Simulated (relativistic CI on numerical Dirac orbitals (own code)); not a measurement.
```
atom Os  Z=76  charge=5  electrons=71
nucleus A=192  rms_radius_fm=5.4126
hamiltonian dirac-coulomb  breit=on  qed=on  c_scale=1
orbitals kli  potential=per-configuration
slater_scale 0.8
correlation none
mixing on
configurations
  [Xe] 4f14 5d3
  [He] 2s2 2p5 3s2 3p6 3d10 4s2 4p6 4d10 4f14 5s2 5p6 5d4
end
absorption L2,3 T=80 lorentz=7.5 gauss=1
crystal_field Td 10Dq=-4450
```

Multiplet model: relativistic Dirac–Coulomb–Breit theory, one configuration a step, Slater integrals scaled by 0.8, 80 K, Voigt broadening (Lorentzian 7.5 eV, Gaussian 1 eV full widths), computed with a radial Dirac CI code.

The L₂,₃ X-ray absorption spectrum that results:

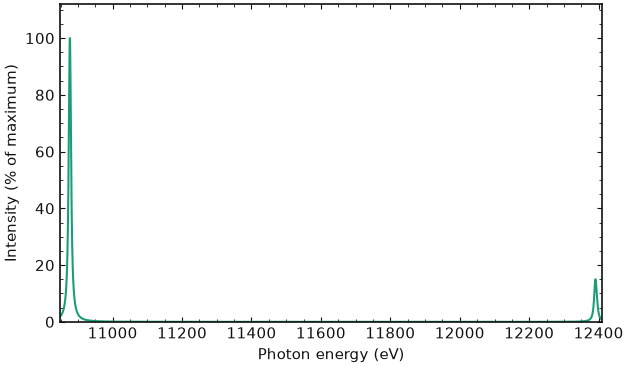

The main maxima lie at 10876.9 eV (100) and 12390.7 eV (15), heights in % of the largest; the centroid is at 11093.0 eV. The lower edge holds 0.86 of the intensity (branching ratio, edges parted at 11637 eV), and the core spin-orbit splitting of the orbitals is 1550 eV. The ground state has S = 1.37.

Caveat: free-ion energies, so absolute edge positions are off by a few eV from solids.
